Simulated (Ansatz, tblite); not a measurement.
**The cluster Si₆Ge−: one state, many levels**

How do method and basis change the picture of the cluster Si₆Ge− (doublet)?

The runs use Ansatz 0.2.0, Gaussian basis; as each input shows.

Plan: GFN2-xTB, PBE-D4/def2-TZVPD, r2SCAN-D4/def2-TZVPD, B97M-V/def2-TZVPD, HF/STO-3G, MP2/def2-TZVPD, RPA/def2-TZVPD.

11 further runs of the same task are left out: 10 that didn't finish, 1 set aside as unsound or not needed. Runs told in other sessions of the task aren't counted.

## Step 1: The structure

The doublet was relaxed beforehand with PBE-D4/def2-SVPD. At that level it is the lowest of the isomers that a small search found.

7 atoms, charge -1, spin multiplicity 2.

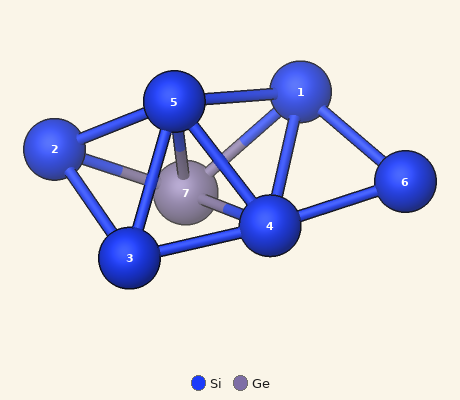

The geometry (silicon blue, germanium purple); atoms are numbered from 1 in the order of the file.

The ion is computed in the gas phase, without counter-ions or solvent.

PBE0-D4/def2-TZVPD was run before; its log isn't repeated, and its numbers join the tables.

## Step 2: GFN2-xTB

Tight binding, by tblite at 300 K electronic temperature and without a spin-polarisation term:

```python
tblite.interface.Calculator('GFN2-xTB', numbers, positions, charge=-1, uhf=1).singlepoint()
```

Energy -328.9483 eV; 0.037 s.

## Step 3: PBE-D4/def2-TZVPD

start.molden holds the orbitals of an earlier run on this state, given as this run's starting guess.

in.yaml reads:

```yaml
crystal:
  periodic: [false, false, false]
  atoms:
    - {symbol: Si, position_ang: [1.445290, -1.169721, -0.642475]}
    - {symbol: Si, position_ang: [0.315408, 2.646933, 0.270242]}
    - {symbol: Si, position_ang: [-1.605213, 1.184123, 0.862112]}
    - {symbol: Si, position_ang: [-0.941413, -0.969072, 0.217684]}
    - {symbol: Si, position_ang: [0.936738, 0.513887, 1.046929]}
    - {symbol: Si, position_ang: [-0.100307, -3.046051, -0.341097]}
    - {symbol: Ge, position_ang: [-0.050503, 0.839891, -1.413385]}
basis:
  gaussian: {orbitals: def2-TZVPD, initial_orbitals: start.molden}
total_charge: -1
magnetization: {spin_polarized: true, initial_magnetization: 1}
hamiltonian: {xc: pbe, dispersion: d4}
scf: {omitted_lower_state_checks: [starts]}
output: {forces: true, orbitals: {seedname: orbitals}}
```

The run is started by

```console
> ansatz run in.yaml --threads 4 --pin off --events-out ev --progress --plain --max-ram 4787MiB
```

The program printed:

```text
Functional definition: PBE
  name "PBE"
  cite "Perdew, Burke & Ernzerhof, Phys. Rev. Lett. 77, 3865 (1996) doi:10.1103/PhysRevLett.77.3865"
  parent pbe
  parameter kappa = 0.804
  parameter beta = 0.06672455060314922
  exchange = pbe_x(kappa = kappa, mu = beta*pi^2/3)
  correlation = pbe_c(beta = beta)
these checks for a lower state are left out or cut short: starts
2023 factors; their error is unknown
mean field evaluation 1: about -103754.7374 eV, gradient 1.2e1 eV
mean field evaluation 2: about -103754.9282 eV, gradient 2.9e-1 eV
mean field evaluation 4: about -103754.9150 eV, gradient 3.4e-2 eV
mean field evaluation 8: about -103754.9150 eV, gradient 2.5e-5 eV
mean field -103754.91503098 eV, -3812.9227997811 hartree, gradient 2.5e-5 eV, S^2 0.757739; 0 other end points of the search recorded, 0 dependent functions left out
the calculation of the forces begins
reference -103754.91507495 eV, -3812.9228013971 hartree; 59, 58 occupied and 253, 254 virtual orbitals, 2023 factors
Total energy: -103755.56651381 eV, -3812.9467413338 hartree
Atom 0 at     1.445290    -1.169721    -0.642475 Å, force    -0.210253     0.013153     0.091703 eV/Å
Atom 1 at     0.315408     2.646933     0.270242 Å, force    -0.061375    -0.181826     0.009959 eV/Å
Atom 2 at    -1.605213     1.184123     0.862112 Å, force     0.198974    -0.059257    -0.077547 eV/Å
Atom 3 at    -0.941413    -0.969072     0.217684 Å, force     0.204404     0.078037    -0.051046 eV/Å
Atom 4 at     0.936738     0.513887     1.046929 Å, force    -0.182200     0.025274    -0.215370 eV/Å
Atom 5 at    -0.100307    -3.046051    -0.341097 Å, force     0.019680     0.148959     0.013176 eV/Å
Atom 6 at    -0.050503     0.839891    -1.413385 Å, force     0.030771    -0.024340     0.229126 eV/Å
Dipole moment:    -0.003204     0.241864    -0.228991 e Å
Checks for a lower state left out: starts
```

It took 15 s on 4 threads of Intel Xeon Platinum 8175M at 2.50GHz, shared host; peak memory 0.9 GiB.

Report: HOMO -0.78 eV, LUMO -0.06 eV (over both spins); ⟨S²⟩ 0.758 (pure: 0.75).

## Step 4: r2SCAN-D4/def2-TZVPD

Edit in.yaml of step 3 so:

```diff
@@ -14,4 +14,4 @@
 magnetization: {spin_polarized: true, initial_magnetization: 1}
-hamiltonian: {xc: pbe, dispersion: d4}
+hamiltonian: {xc: r2scan, dispersion: d4}
 scf: {omitted_lower_state_checks: [starts]}
-output: {forces: true, orbitals: {seedname: orbitals}}
+output: {orbitals: {seedname: orbitals}}
```

The command is unchanged.

The program printed:

```text
Functional definition: r2SCAN
  name "r2SCAN"
  cite "Furness, Kaplan, Ning, Perdew & Sun, J. Phys. Chem. Lett. 11, 8208 (2020) doi:10.1021/acs.jpclett.0c02405"
  cite "Furness, Kaplan, Ning, Perdew & Sun, J. Phys. Chem. Lett. 11, 9248 (2020) doi:10.1021/acs.jpclett.0c03077"
  parent r2scan
  parameter k0 = 0.174
  parameter k1 = 0.065
  parameter a1 = 4.9479
  exchange = r2scan_x(k0 = k0, k1 = k1, a1 = a1)
  correlation = r2scan_c
these checks for a lower state are left out or cut short: starts
2023 factors; their error is unknown
mean field evaluation 1: about -103782.1651 eV, gradient 8.1e0 eV
mean field evaluation 2: about -103782.2462 eV, gradient 1.6e-1 eV
mean field evaluation 4: about -103782.2254 eV, gradient 1.9e-3 eV
mean field -103782.22537375 eV, -3813.9264363662 hartree, gradient 4.0e-5 eV, S^2 0.768088; 0 other end points of the search recorded, 0 dependent functions left out
reference -103782.22539830 eV, -3813.9264372687 hartree; 59, 58 occupied and 253, 254 virtual orbitals, 2023 factors
Total energy: -103782.35524910 eV, -3813.9312091975 hartree
Checks for a lower state left out: starts
```

Wall time 29 s (4 threads of Intel Xeon Platinum 8175M at 2.50GHz, shared host); peak memory 1 GiB.

From the report: HOMO -1.06 eV, LUMO 0.10 eV (over both spins); ⟨S²⟩ 0.768 (pure: 0.75).

## Step 5: B97M-V/def2-TZVPD

Edit in.yaml of step 4 so:

```diff
@@ -14,3 +14,3 @@
 magnetization: {spin_polarized: true, initial_magnetization: 1}
-hamiltonian: {xc: r2scan, dispersion: d4}
+hamiltonian: {xc: {name: B97M-V}}
 scf: {omitted_lower_state_checks: [starts]}
```

The command is unchanged.

The program printed (excerpt; [...] marks lines left out):

```text
Functional definition: B97M-V
  name "B97M-V"
  cite "Mardirossian & Head-Gordon, J. Chem. Phys. 142, 074111 (2015) doi:10.1063/1.4907719"
  cite "Becke, J. Chem. Phys. 107, 8554 (1997) doi:10.1063/1.475007"
  cite "Vydrov & Van Voorhis, J. Chem. Phys. 133, 244103 (2010) doi:10.1063/1.3521275"
  # Of w^i u^j: cxij and so on, Table III.
[...]
  gx(w, u) = cx00 + cx01*u + cx02*u^2 + (cx10 + cx11*u)*w
  gss(w, u) = css00 + css02*u^2 + css10*w + (css32*w^3 + css42*w^4)*u^2
  gos(w, u) = cos00 + cos01*u + cos03*u^3 + cos10*w + cos32*w^3*u^2
[...]
      + integral(e_c_pw_mod_opposite_spin*gos(b97_w_opposite, b97_u_opposite)) + vv10(b, c)
[...]
2023 factors; their error is unknown
[...]
mean field -103764.29493569 eV, -3813.2675049214 hartree, gradient 1.5e-5 eV, S^2 0.760269; 0 other end points of the search recorded, 0 dependent functions left out
reference -103764.29499956 eV, -3813.2675072687 hartree; 59, 58 occupied and 253, 254 virtual orbitals, 2023 factors
Total energy: -103764.29499956 eV, -3813.2675072687 hartree
Checks for a lower state left out: starts
```

It took 43 s on 4 threads of Intel Xeon Platinum 8175M at 2.50GHz, shared host; peak memory 1.2 GiB.

HOMO -0.89 eV, LUMO 0.04 eV (over both spins); ⟨S²⟩ 0.760 (pure: 0.75).

## Step 6: HF/STO-3G

Edit in.yaml of step 5 so:

```diff
@@ -11,6 +11,6 @@
 basis:
-  gaussian: {orbitals: def2-TZVPD, initial_orbitals: start.molden}
+  gaussian: {orbitals: STO-3G}
 total_charge: -1
 magnetization: {spin_polarized: true, initial_magnetization: 1}
-hamiltonian: {xc: {name: B97M-V}}
+hamiltonian: {xc: hf}
 scf: {omitted_lower_state_checks: [starts]}
```

Launched as before.

The program printed:

```text
Functional definition: HF
  name "HF"
  cite "Fock, Z. Phys. 61, 126 (1930) doi:10.1007/BF01340294"
  parent pbe
  exchange = exact_x
  correlation = 0
these checks for a lower state are left out or cut short: starts
777 factors; integrals over basis functions are off by at most 1.9e-5 eV
mean field evaluation 1: about -102449.6152 eV, gradient 1.3e1 eV
mean field evaluation 2: about -102449.7030 eV, gradient 1.3e1 eV
mean field evaluation 4: about -102451.6658 eV, gradient 2.2e0 eV
mean field evaluation 8: about -102451.9452 eV, gradient 2.6e-1 eV
mean field -102451.95226322 eV, -3765.0398012461 hartree, gradient 1.5e-5 eV, S^2 0.807484; 0 other end points of the search recorded, 0 dependent functions left out
reference -102451.95226322 eV, -3765.0398012461 hartree; 59, 58 occupied and 13, 14 virtual orbitals, 777 factors
Total energy: -102451.95226322 eV, -3765.0398012461 hartree
Checks for a lower state left out: starts
```

It took 2.1 s on 4 threads of Intel Xeon Platinum 8175M at 2.50GHz, shared host.

From the report: HOMO 2.17 eV, LUMO 10.06 eV (over both spins); ⟨S²⟩ 0.807 (pure: 0.75). Doubts: highest occupied level lies above zero.

## Step 7: MP2/def2-TZVPD

Edit in.yaml of step 6 so:

```diff
@@ -11,6 +11,6 @@
 basis:
-  gaussian: {orbitals: STO-3G}
+  gaussian: {orbitals: def2-TZVPD, initial_orbitals: start.molden}
 total_charge: -1
 magnetization: {spin_polarized: true, initial_magnetization: 1}
-hamiltonian: {xc: hf}
+correlation: {method: mp2}
 scf: {omitted_lower_state_checks: [starts]}
```

Launched as before.

The program printed:

```text
Functional definition: HF
  name "HF"
  cite "Fock, Z. Phys. 61, 126 (1930) doi:10.1007/BF01340294"
  parent pbe
  exchange = exact_x
  correlation = 0
these checks for a lower state are left out or cut short: starts
1917 factors; integrals over basis functions are off by at most 8.1e-4 eV
mean field evaluation 1: about -103644.7727 eV, gradient 3.3e1 eV
mean field evaluation 2: about -103646.0838 eV, gradient 1.7e0 eV
mean field evaluation 4: about -103646.8766 eV, gradient 1.4e0 eV
mean field evaluation 8: about -103646.8976 eV, gradient 4.9e-3 eV
mean field -103646.89755530 eV, -3808.9532307667 hartree, gradient 8.0e-6 eV, S^2 0.828293; 0 other end points of the search recorded, 0 dependent functions left out
39 core orbitals not correlated: weight in the atoms' cores, before any rotation towards them, 1.000 or more for the frozen orbitals, at most 0.000 for the correlated occupied ones
reference -103646.89755530 eV, -3808.9532307667 hartree; 20, 19 occupied and 253, 254 virtual orbitals, 1917 factors
second order -26.36743469 eV of doubles, -0.00000000 eV of singles
Total energy: -103673.26498999 eV, -3809.9222161190 hartree
Checks for a lower state left out: starts
```

Wall time 39 s (4 threads of Intel Xeon Platinum 8175M at 2.50GHz, shared host); peak memory 1.8 GiB.

From the report: Hartree-Fock HOMO -3.27 eV, LUMO 3.58 eV (over both spins); ⟨S²⟩ 0.828 (pure: 0.75).

## Step 8: RPA/def2-TZVPD

Edit in.yaml of step 7 so:

```diff
@@ -14,4 +14,4 @@
 magnetization: {spin_polarized: true, initial_magnetization: 1}
-correlation: {method: mp2}
+hamiltonian: {xc: pbe}
+correlation: {method: rpa}
 scf: {omitted_lower_state_checks: [starts]}
-output: {orbitals: {seedname: orbitals}}
```

Launched as before.

The program printed (excerpt; [...] marks lines left out):

```text
Functional definition: PBE
  name "PBE"
  cite "Perdew, Burke & Ernzerhof, Phys. Rev. Lett. 77, 3865 (1996) doi:10.1103/PhysRevLett.77.3865"
  parent pbe
[...]
1917 factors; integrals over basis functions are off by at most 8.1e-4 eV
[...]
mean field -103754.91501192 eV, -3812.9227990808 hartree, gradient 2.2e-6 eV, S^2 0.757739; 0 other end points of the search recorded, 0 dependent functions left out
39 core orbitals not correlated: weight in the atoms' cores, before any rotation towards them, 1.000 or more for the frozen orbitals, at most 0.000 for the correlated occupied ones
reference -103644.21274093 eV, -3808.8545656586 hartree; 20, 19 occupied and 253, 254 virtual orbitals, 1917 factors
Total energy: -103685.13922140 eV, -3810.3585860749 hartree
Checks for a lower state left out: starts
```

It took 22 s on 4 threads of Intel Xeon Platinum 8175M at 2.50GHz, shared host; peak memory 1.4 GiB.

From the report: ⟨S²⟩ 0.758 (pure: 0.75).

## Step 9: Comparison

```csv
level,functions,HOMO (eV),LUMO (eV),gap (eV),⟨S²⟩,time
HF/STO-3G,72,2.17,10.06,7.89,0.807,2.1 s
PBE-D4/def2-TZVPD,312,-0.78,-0.06,0.72,0.758,15 s
r2SCAN-D4/def2-TZVPD,312,-1.06,0.10,1.16,0.768,29 s
B97M-V/def2-TZVPD,312,-0.89,0.04,0.93,0.760,43 s
PBE0-D4/def2-TZVPD,312,-1.54,0.62,2.16,0.766,27 s
```

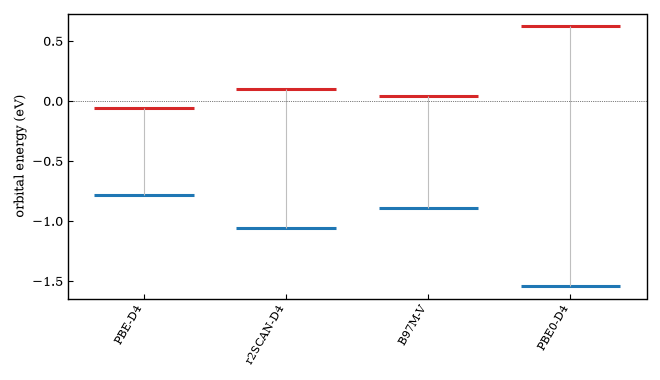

Highest filled (blue) and lowest empty (red) level in def2-TZVPD, over both spins.

The pieces so far (eV):

```
     basis            HF  MP2 correlation               total
def2-TZVPD  -103646.8976         -26.3674  -103673.2650 (MP2)
```

## Step 10: Results

```
                                                   quantity                                value
 gap in def2-TZVPD, named functionals, smallest and largest  0.72 eV (PBE-D4), 2.16 eV (PBE0-D4)
                         correlation energy, MP2/def2-TZVPD                            -26.37 eV
⟨S²⟩ in def2-TZVPD, named functionals, smallest and largest                         0.758, 0.768
```

What this shows: Over the named functionals in def2-TZVPD the gap runs from 0.72 eV (PBE-D4) to 2.16 eV (PBE0-D4); exact exchange widens it. Over the named functionals in def2-TZVPD spin contamination reaches 0.02 (r2SCAN-D4), which is small.

The anion's highest level is positive in at least one run, so there the basis alone may hold the extra electron.

The slowest run with a step of its own, B97M-V/def2-TZVPD, took 43 s; the quickest functional in def2-TZVPD took 15 s (shared host).
